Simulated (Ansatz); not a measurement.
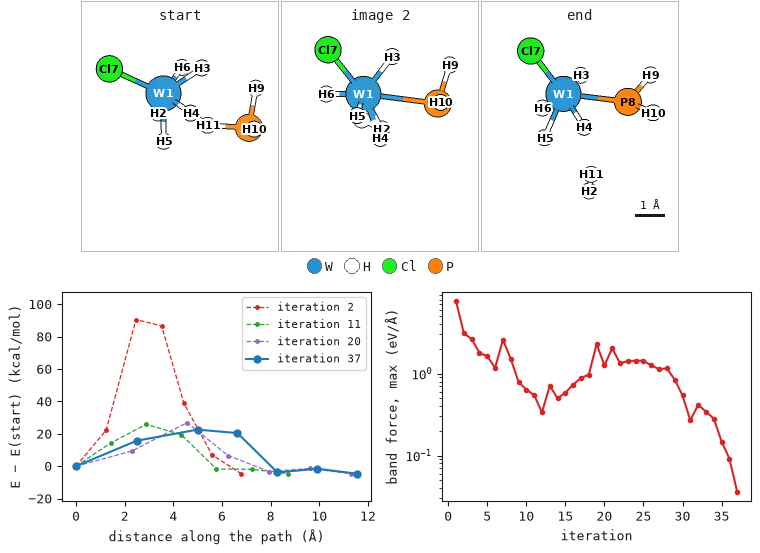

A search for the minimum-energy path of WPH8Cl by the nudged elastic band. Images are numbered from 0 (start) to 6 (end). The plot follows the band through its iterations. A ball-and-stick model, seen from a free direction.

All numbers below come from RKS BLYP-D4/def2-SVP (Ansatz). Run with 5 movable images; climbing image; force threshold 0.05 eV/Å; iteration limit 60; starting path through a guess of the saddle point.

**How did the profile develop, and is the result final?**

The run is converged, with reservations. The band converged in 37 iterations. The largest component of the band force went from 7.6 to 0.036 eV/Å. The climbing image converged on the top of the path. Its vibrational analysis gives 2 imaginary modes over 30i cm⁻¹, so it isn't confirmed as a transition state. The first iteration put the highest image at 129.8 kcal/mol. Forward barrier 22.6 kcal/mol, backward barrier 27.2 kcal/mol, with image 2 at the top; the reaction energy is −4.7 kcal/mol. The profile has 2 maxima (images 2, 5) with a dip at image 4 (−3.8 kcal/mol), so the process runs in steps.

The run took 8.6 min on 2 threads of Arm Neoverse V1 (shared host), peak memory 0.16 GiB.
